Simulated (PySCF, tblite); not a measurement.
**C4H3F2O2 radical: geometry, infrared bands and EPR parameters**

Aim: predict the infrared bands and EPR parameters of C4H3F2O2 radical (`OC1=C(F)C[C](F)O1`).

Computed with tblite 0.8.0 and PySCF 2.14.0, with density-fitted response routines of our own, on a single molecule in the gas phase. Atoms count from 0, in the outputs and in this text.

### 1 Starting geometry

11 atoms, charge 0, multiplicity 2; geometry from: force field or distance geometry start.

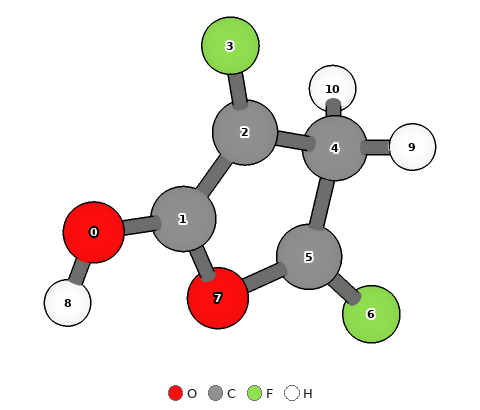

As it starts; oxygen red, carbon grey, fluorine green, hydrogen white, atoms numbered; sticks join atoms by distance.

### 2 Relaxing the molecule with GFN2-xTB

What the job is given:

```
{"job": {"kind": "relax", "xc": "GFN2-xTB", "basis": "xTB"}, "charge": 0, "multiplicity": 2}
O      2.421700    -0.029200     0.248500
C      1.060200     0.061600     0.066500
C      0.192500    -0.910900     0.349600
F      0.485100    -2.113200     0.823800
C     -1.190300    -0.432600     0.031000
C     -0.899400     0.946800    -0.477200
F     -1.819700     1.873900    -0.781800
O      0.473600     1.221400    -0.414400
H      2.766700     0.833600    -0.033000
H     -1.828400    -0.405200     0.916900
H     -1.656500    -1.043500    -0.756000
```

Launch:

```sh
$ OMP_NUM_THREADS=1 python probes_run.py task.json out
```

One launch serves the whole session: the jobs run in the order shown.

Standard output:

```text
step      E/eV     max force
  0    -750.94056    1.933
  1    -751.02634    0.877
  2    -751.06186    0.713
  3    -751.10273    0.680
  4    -751.12513    0.439
  5    -751.14445    0.448
  6    -751.16271    0.404
  7    -751.17876    0.426
  8    -751.19159    0.319
  9    -751.20400    0.343
 10    -751.21562    0.336
 11    -751.23085    0.442
 12    -751.24463    0.373
 13    -751.25558    0.257
 14    -751.26283    0.230
 15    -751.26725    0.214
 16    -751.26990    0.166
 17    -751.27174    0.118
 18    -751.27342    0.137
 19    -751.27494    0.119
 20    -751.27626    0.093
 21    -751.27679    0.059
 22    -751.27743    0.065
 23    -751.27788    0.064
 24    -751.27842    0.091
 25    -751.27906    0.096
 26    -751.27979    0.085
 27    -751.28030    0.063
 28    -751.28056    0.037
 29    -751.28073    0.045
 30    -751.28090    0.042
 31    -751.28109    0.043
 32    -751.28125    0.033
 33    -751.28137    0.033
 34    -751.28147    0.027
 35    -751.28155    0.028
 36    -751.28162    0.021
 37    -751.28167    0.020
 38    -751.28171    0.016
 39    -751.28174    0.013
 40    -751.28175    0.009
```

Run time: 0.19 s. Hardware: 1 thread of Arm Neoverse V1, shared host.

Step by step: (not every step is listed)

| step | energy from step 0 (eV) | largest force (eV/Å) |
| --- | --- | --- |
| 0 | 0.0000 | 1.9333 |
| 1 | -0.0858 | 0.8765 |
| 2 | -0.1213 | 0.7126 |
| 3 | -0.1622 | 0.6802 |
| 4 | -0.1846 | 0.4387 |
| 5 | -0.2039 | 0.4476 |
| 6 | -0.2221 | 0.4035 |
| 7 | -0.2382 | 0.4258 |
| 8 | -0.2510 | 0.3191 |
| 10 | -0.2751 | 0.3363 |
| 12 | -0.3041 | 0.3733 |
| 14 | -0.3223 | 0.2305 |
| 16 | -0.3293 | 0.1663 |
| 18 | -0.3329 | 0.1366 |
| 20 | -0.3357 | 0.0930 |
| 22 | -0.3369 | 0.0648 |
| 24 | -0.3379 | 0.0905 |
| 26 | -0.3392 | 0.0852 |
| 28 | -0.3400 | 0.0372 |
| 30 | -0.3403 | 0.0421 |
| 32 | -0.3407 | 0.0329 |
| 34 | -0.3409 | 0.0275 |
| 35 | -0.3410 | 0.0285 |
| 36 | -0.3411 | 0.0206 |
| 37 | -0.3411 | 0.0203 |
| 38 | -0.3411 | 0.0164 |
| 39 | -0.3412 | 0.0130 |
| 40 | -0.3412 | 0.0091 |

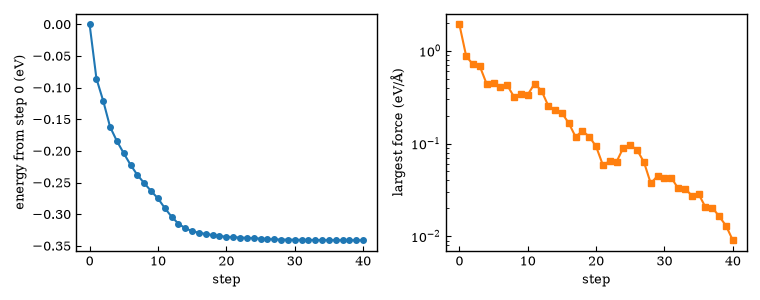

Energy and largest force along the relaxation.

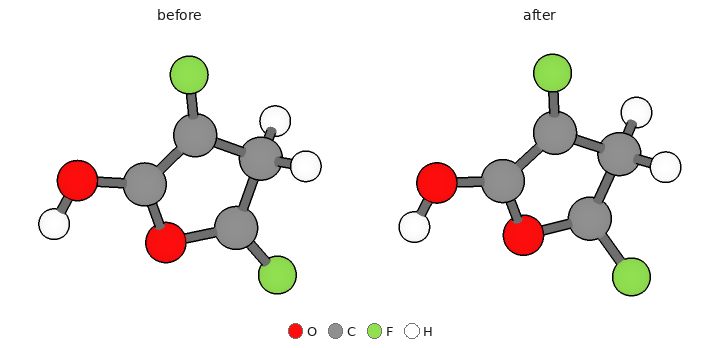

Before and after, at one scale.

Distances of close pairs at the start and the end, largest changes first:

| bond | before (Å) | after (Å) | change (Å) |
| --- | --- | --- | --- |
| O0–C1 | 1.377 | 1.332 | -0.045 |
| C1–O7 | 1.386 | 1.362 | -0.023 |
| C5–O7 | 1.402 | 1.379 | -0.022 |
| C2–F3 | 1.325 | 1.339 | +0.014 |
| C1–C2 | 1.334 | 1.344 | +0.011 |
| C5–F6 | 1.341 | 1.350 | +0.009 |
| C4–H9 | 1.092 | 1.099 | +0.007 |
| C4–H10 | 1.100 | 1.095 | -0.005 |

The next job starts from the end point, and lists it.

### 3 Vibrational analysis with GFN2-xTB

What the job is given:

```
{"job": {"kind": "ir", "xc": "GFN2-xTB", "basis": "xTB"}, "charge": 0, "multiplicity": 2}
O      2.397333     0.069359     0.223502
C      1.074133     0.047683     0.071838
C      0.171979    -0.907358     0.357207
F      0.413499    -2.107949     0.899362
C     -1.202307    -0.459650    -0.032629
C     -0.851978     0.848536    -0.680569
F     -1.644649     1.918550    -0.457845
O      0.480994     1.141782    -0.482415
H      2.733238     0.939024    -0.031874
H     -1.876150    -0.326392     0.825109
H     -1.690667    -1.160913    -0.717649
```

Standard output:

```text
mode    cm-1     km/mol
  1     125.8      5.47
  2     205.2      0.36
  3     259.3      0.19
  4     300.1     10.97
  5     312.9      4.03
  6     346.2    191.55
  7     404.5      2.10
  8     489.4      6.01
  9     530.5     25.51
 10     567.0     35.00
 11     610.2     10.59
 12     798.2     32.83
 13     894.3     22.01
 14     933.5     17.77
 15    1031.3     29.48
 16    1051.3    144.02
 17    1123.6    157.87
 18    1169.4      9.44
 19    1206.9     99.44
 20    1253.8     37.65
 21    1275.8    374.81
 22    1322.7    207.15
 23    1420.5     10.76
 24    1726.6    217.57
 25    2859.9      4.43
 26    2927.3      4.59
 27    3497.9     84.80
```

Run time: 0.25 s. Hardware: 1 thread of Arm Neoverse V1, shared host.

The strongest bands and the atoms that carry them (share of the mass-weighted mode):

| cm⁻¹ | km/mol | atoms |
| --- | --- | --- |
| 346 | 191.6 | H8 91 % |
| 1051 | 144.0 | O7 29 %, H8 22 %, C1 15 % |
| 1124 | 157.9 | C5 37 %, C4 12 %, H8 11 %, O7 11 % |
| 1207 | 99.4 | C5 28 %, C2 15 %, C4 14 %, H8 14 % |
| 1276 | 374.8 | C1 31 %, H8 15 %, C4 11 %, C2 11 % |
| 1323 | 207.2 | C1 31 %, C2 30 %, C4 12 % |
| 1727 | 217.6 | C1 52 %, C2 41 % |
| 3498 | 84.8 | H8 94 % |

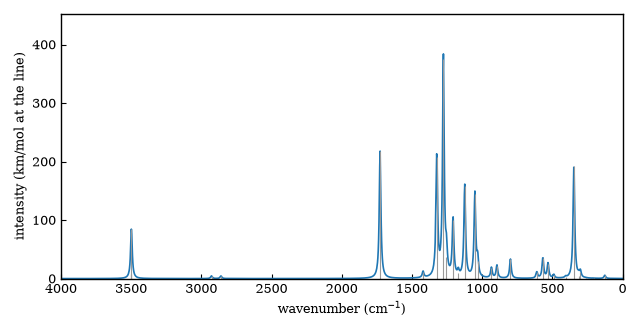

The infrared spectrum from these modes, unscaled. Lines are broadened to a width of 14 cm⁻¹ (Lorentzian).

### 4 EPR parameters: B3LYP/pcH-1

Same as in step 3 but for these lines:

```diff
@@ -1,2 +1,2 @@
-{"job": {"kind": "ir", "xc": "GFN2-xTB", "basis": "xTB"}, "charge": 0, "multiplicity": 2}
+{"job": {"kind": "epr", "basis": "pcH-1"}, "charge": 0, "multiplicity": 2}
 O      2.397333     0.069359     0.223502
```

Level: UKS B3LYP, pcH-1 on C F H O, non-relativistic, mean-field spin-orbit, GIAO.

Standard output:

```text
UKS, coarse grid
  cycle   1  E = -504.12626246  |g| = 6.88e-01
  cycle   2  E = -503.90119131  |g| = 1.09e+00
  cycle   3  E = -504.27367136  |g| = 9.64e-02
  cycle   4  E = -504.27641123  |g| = 5.66e-02
  cycle   5  E = -504.27783214  |g| = 1.59e-02
  cycle   6  E = -504.27794297  |g| = 7.35e-03
  cycle   7  E = -504.27796585  |g| = 2.64e-03
  cycle   8  E = -504.27796890  |g| = 8.79e-04
UKS, final grid
  cycle   1  E = -504.27796140  |g| = 1.19e-03
  cycle   2  E = -504.27796069  |g| = 1.94e-03
  cycle   3  E = -504.27796189  |g| = 1.94e-04
  cycle   4  E = -504.27796191  |g| = 5.46e-05
  cycle   5  E = -504.27796191  |g| = 5.45e-05
  cycle   6  E = -504.27796191  |g| = 1.15e-05
E = -504.27796191 Eh   <S^2> = 0.7533 (exact 0.7500)
g shifts (ppm)      1          2          3
  rmc          -232       -232       -232
  gc             11          6         20
  oz_so         -71       1971       2413
  total        -292       1745       2201
hyperfine (MHz)  atom isotope    a_iso     a_fc   dipolar eigenvalues
    0   17O       0.81       0.81     -1.55     -0.28      1.83
    1   13C       1.11       1.11     -6.64      1.16      5.48
    2   13C      10.02      10.02     -4.90     -2.39      7.29
    3   19F      12.63      12.63    -13.36    -10.07     23.43
    4   13C      17.56      17.56     -5.54     -3.09      8.63
    5   13C     390.23     390.23    -74.78    -72.86    147.65
    6   19F     276.17     276.17   -220.25   -191.66    411.92
    7   17O     -51.91     -51.91    -42.51     20.53     21.97
    8    1H       0.49       0.49     -2.09     -1.64      3.73
    9    1H      85.42      85.42     -5.02     -1.92      6.94
   10    1H      93.11      93.11     -6.40     -5.64     12.04
```

Wall time 43 s (1 thread of Arm Neoverse V1, shared host); peak memory 0.89 GiB.

Principal g values 2.00203, 2.00406, 2.00452; g(iso) = 2.00354, against 2.00232 for a free electron.

Hyperfine couplings; where a row names several nuclei, a(iso) is their mean (it holds for fast rotation or exchange) and the dipolar term the largest among them:

| nuclei | isotope | a(iso) (MHz) | a(iso) (G, at g = 2.0023) | largest dipolar term (MHz) |
| --- | --- | --- | --- | --- |
| C5 | 13C | 390.2 | 139.2 | 147.6 |
| F6 | 19F | 276.2 | 98.5 | 411.9 |
| H9, H10 | 1H | 89.3 | 31.9 | 12.0 |
| O7 | 17O | -51.9 | -18.5 | -42.5 |
| C4 | 13C | 17.6 | 6.3 | 8.6 |
| F3 | 19F | 12.6 | 4.5 | 23.4 |
| C2 | 13C | 10.0 | 3.6 | 7.3 |
| C1 | 13C | 1.1 | 0.4 | -6.6 |
| O0 | 17O | 0.8 | 0.3 | 1.8 |
| H8 | 1H | 0.5 | 0.2 | 3.7 |

Mulliken spin populations:

| atom | value (e) |
| --- | --- |
| O0 | 0.00 |
| C1 | -0.02 |
| C2 | 0.05 |
| F3 | 0.00 |
| C4 | -0.05 |
| C5 | 0.81 |
| F6 | 0.06 |
| O7 | 0.07 |
| H8 | 0.00 |
| H9 | 0.06 |
| H10 | 0.03 |

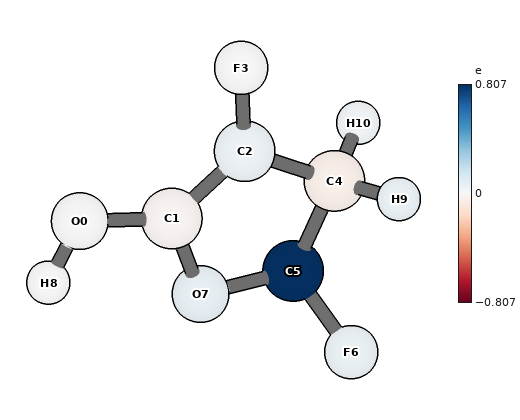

Mulliken spin populations, as colours on the atoms.

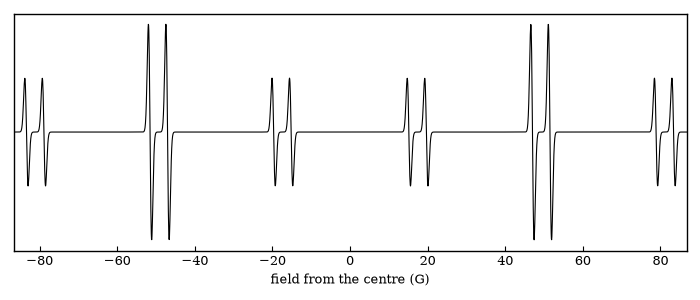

First-order isotropic spectrum (first derivative, main isotopes with spin only, couplings over 0.8 MHz, Gaussian width 0.4 G; couplings of the frozen geometry, rotation of groups not averaged beyond the rows shown).

The fields below are evaluated on a grid from the run's orbitals.

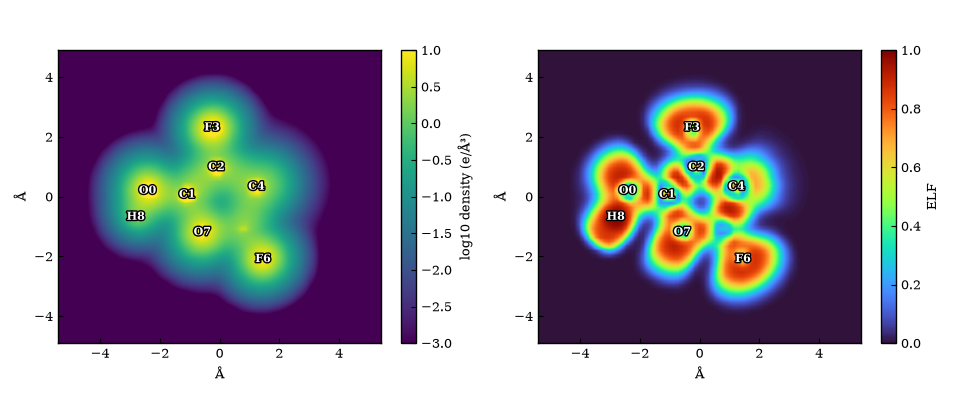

Density (left) and ELF (right) in a plane through or near 8 of the atoms.

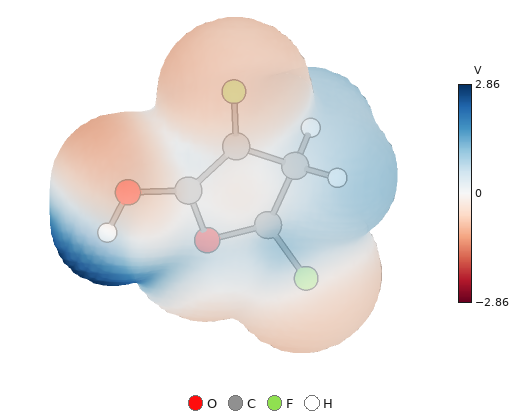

Electrostatic potential on the surface of density 0.002 e/bohr³; red is low, blue high. It runs from -0.90 V near O0 to 2.86 V near H8.

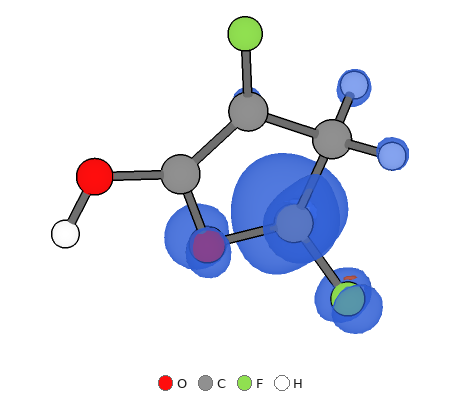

Spin density at ±0.05 e/Å³ (alpha excess blue, beta excess red).

### 5 Summary of results

```
                                                                  quantity                  value
                                 strongest single infrared mode (GFN2-xTB)  1276 cm⁻¹, 375 km/mol
                                              zero-point energy (GFN2-xTB)          40.9 kcal/mol
                                                            g(iso) (B3LYP)                2.00354
                                                                      ⟨S²⟩     0.753 (exact 0.75)
                                        largest a(iso) (averaged by class)   13C on C5, 390.2 MHz
potential on the surface of density 0.002 e/bohr³, 1st and 99th percentile     -0.90 V and 2.86 V
```

In words: Over 40 steps the energy fell by 0.341 eV; of the close pairs, O0–C1 changed most, 1.377 to 1.332 Å. All 27 modes are real, so the xTB geometry is a minimum. The strongest single mode, at 1276 cm⁻¹, has its largest shares on C1, H8, C4 and C2 (the list is cut at 4 atoms). GFN2-xTB is a fitted tight-binding method: band positions and strengths are rough. Its intensities can rank the bands wrongly. Most of the unpaired spin sits on C5 (0.81 e). The isotropic g lies 1.2 ppt above the free-electron value. The conformer search found further structures of the same energy, which may be mirror or relabelled copies of this one.
